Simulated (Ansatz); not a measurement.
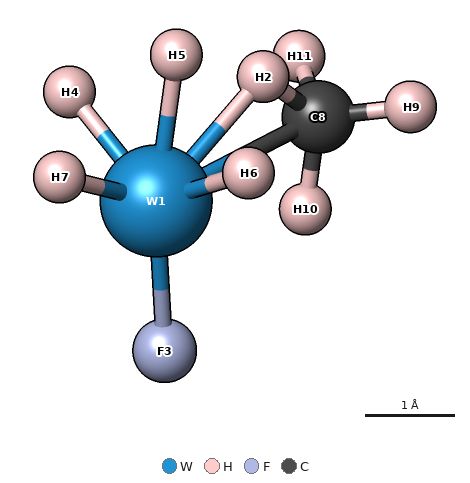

Figure 1. The input geometry (ball-and-stick view, seen at a tilt; atoms are numbered from 1 in the order of the input). Sticks mark near contacts.

**Run report: CH8FW, frequency calculation**

- system: CH8FW, multiplicity 2
- method: UKS PBE/def2-SVP (Ansatz 0.2.0)

It belongs to a series of runs on one base structure; here: vibrations at the highest image of the band. Figures and captions count atoms from 1; the log counts them from 0 in places.

Input
```yaml
crystal:
  periodic: [false, false, false]
  atoms:
    - { symbol: W, position_ang: [0.459958, -0.005903, 0.326547] }
    - { symbol: H, position_ang: [-0.73437, 0.007777, 1.872399] }
    - { symbol: F, position_ang: [2.352976, -0.022708, 0.684786] }
    - { symbol: H, position_ang: [-0.371643, 1.466309, 0.268043] }
    - { symbol: H, position_ang: [-1.292229, 0.008945, 0.435817] }
    - { symbol: H, position_ang: [-0.395632, -1.464314, 0.271478] }
    - { symbol: H, position_ang: [-0.155478, -0.002275, -1.269891] }
    - { symbol: C, position_ang: [-0.049042, 0.003521, 2.824391] }
    - { symbol: H, position_ang: [-0.377421, -0.906205, 3.360188] }
    - { symbol: H, position_ang: [1.056239, -0.005044, 2.750214] }
    - { symbol: H, position_ang: [-0.363257, 0.919795, 3.357532] }
magnetization:
  spin_polarized: true
  initial_magnetization: 1
basis:
  gaussian: { orbitals: def2-SVP }
hamiltonian:
  xc: pbe
phonons: {}
```

Command:
```bash
ansatz run input.yaml --threads 4 --pin off --max-ram 5120MiB --backend cpu --events-out ev --progress --plain --runs-dir out
```

Output
```
Engine: ansatz 0.2.0, aarch64-unknown-linux-gnu
Functional definition: PBE
  parameter kappa = 0.804
  parameter beta = 0.06672455060314922
  exchange = pbe_x(kappa = kappa, mu = beta*pi^2/3)
  correlation = pbe_c(beta = beta)
1077 factors; their error is unknown
mean field evaluation 1: about -5695.2925 eV, gradient 3.8e1 eV
mean field evaluation 2: about -5679.8710 eV, gradient 7.2e1 eV
mean field evaluation 4: about -5701.7426 eV, gradient 5.0e0 eV
mean field evaluation 8: about -5701.8685 eV, gradient 4.3e-2 eV
mean field evaluation 16: about -5701.8166 eV, gradient 2.5e-4 eV
mean field -5701.81655923 eV, -209.5378937218 hartree, gradient 5.8e-6 eV, S^2 0.756390; 1 other end points of the search recorded, 0 dependent functions left out
the calculation of the forces begins
reference -5701.81662142 eV, -209.5378960071 hartree; 19, 18 occupied and 81, 82 virtual orbitals, 1077 factors
these checks for a lower state are left out or cut short: stability, starts, cluster_reference, orbital_swaps, neighbouring_geometries, increment
1077 factors; their error is unknown
mean field evaluation 32: about -5701.8164 eV, gradient 1.9e-6 eV
mean field -5701.81639773 eV, -209.5378877865 hartree, gradient 1.9e-6 eV, S^2 0.756422; 0 other end points of the search recorded, 0 dependent functions left out
[... from here on the field's lines of each further geometry are left out, up to the last ...]
the calculation of the forces begins
reference -5701.81658614 eV, -209.5378947104 hartree; 19, 18 occupied and 81, 82 virtual orbitals, 1077 factors
these checks for a lower state are left out or cut short: stability, starts, cluster_reference, orbital_swaps, neighbouring_geometries, increment
1077 factors; their error is unknown
mean field evaluation 448: about -5701.8165 eV, gradient 1.7e-6 eV
mean field -5701.81652940 eV, -209.5378926254 hartree, gradient 1.7e-6 eV, S^2 0.756390; 0 other end points of the search recorded, 0 dependent functions left out
the calculation of the forces begins
reference -5701.81659159 eV, -209.5378949107 hartree; 19, 18 occupied and 81, 82 virtual orbitals, 1077 factors
WARN: phonons: modes at or below zero, which the zero-point energy, F, S and C_V leave out: 1, the lowest at -243.14 cm⁻¹. A minimum has none, and a first-order saddle one
Total energy: -5701.81662142 eV, -209.5378960071 hartree
Atom 0 at     0.459958    -0.005903     0.326547 Å, force     0.002068     0.001046     0.000227 eV/Å
Atom 1 at    -0.734370     0.007777     1.872399 Å, force    -0.002481    -0.000358     0.000075 eV/Å
Atom 2 at     2.352976    -0.022708     0.684786 Å, force    -0.002767     0.000087     0.000467 eV/Å
Atom 3 at    -0.371643     1.466309     0.268043 Å, force     0.000251     0.000342    -0.000185 eV/Å
Atom 4 at    -1.292229     0.008945     0.435817 Å, force     0.001387    -0.000748     0.000177 eV/Å
Atom 5 at    -0.395632    -1.464314     0.271478 Å, force    -0.000956    -0.000303     0.000019 eV/Å
Atom 6 at    -0.155478    -0.002275    -1.269891 Å, force    -0.000546    -0.000109    -0.000046 eV/Å
Atom 7 at    -0.049042     0.003521     2.824391 Å, force     0.008199     0.000236     0.001734 eV/Å
Atom 8 at    -0.377421    -0.906205     3.360188 Å, force    -0.002341     0.000015    -0.001055 eV/Å
Atom 9 at     1.056239    -0.005044     2.750214 Å, force    -0.000440    -0.000142    -0.000324 eV/Å
Atom 10 at    -0.363257     0.919795     3.357532 Å, force    -0.002373    -0.000067    -0.001088 eV/Å
Dipole moment:     0.057457     0.001025     0.593639 e Å
Vibrations: -243.14 76.89 108.38 151.30 257.58 312.00 387.72 407.35 553.65 577.80 674.74 837.81 888.39 968.21 1091.31 1245.23 1375.51 1416.00 1645.68 1852.54 1994.48 2027.16 2034.88 2230.47 3000.94 3099.02 3125.40 cm⁻¹, zero-point energy 2.004851 eV
```

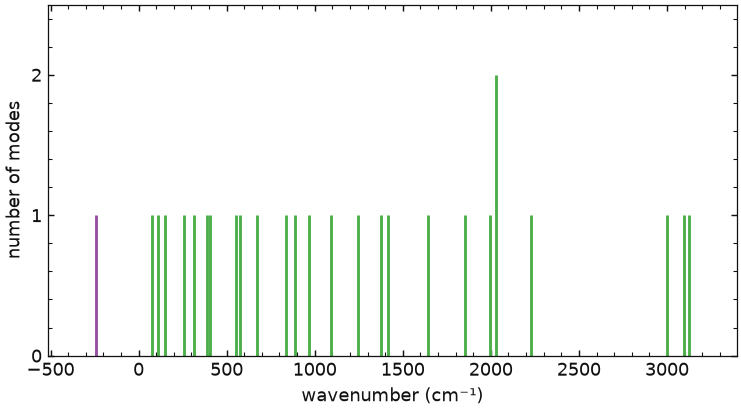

Figure 2. Harmonic vibrational wavenumbers from the force constants; neighbouring modes closer than 15 cm⁻¹ are counted in one stick, and imaginary ones are drawn at negative wavenumbers. 27 modes from 243i to 3125 cm⁻¹, 1 imaginary beyond 8i (243i cm⁻¹): a first-order saddle point, if the geometry is stationary.

Summary

```tsv
quantity	value
outcome	converged
total energy	−5701.8166 eV
mean-field energy	−5701.8166 eV
⟨S²⟩	0.756
largest force (length of the vector)	0.008 eV/Å
hardware	4 threads of Arm Neoverse V2, 24 GiB of memory available, shared host
wall time	72 s (CPU time 4.5 min)
peak memory	0.17 GiB
```
